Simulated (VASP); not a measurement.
Band structure of Yb (fcc). All values below come from optB86b-vdW, VASP's PBE PAW potentials (set 64) (plane waves; VASP).

The 4f electrons are frozen in the core of the lanthanide potential, so 4f levels, which can set the real gap, and their magnetism are missing.

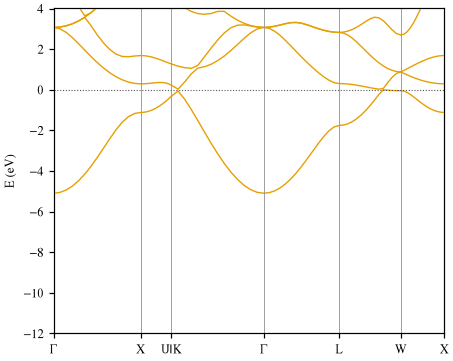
*Bands along high-symmetry lines, zero at the valence-band maximum or, without a gap, the Fermi level*

Task: Read the plot: is there a gap, and where are the band edges?

Result: The gap is indirect, 0.03 eV, from the valence maximum at L-W at 0.71 to the conduction minimum at L-W at 0.64. (Edges off the drawn lines would not show.)

The compound is Yb in the fcc structure. It was relaxed first, which changed the volume by -9 %.
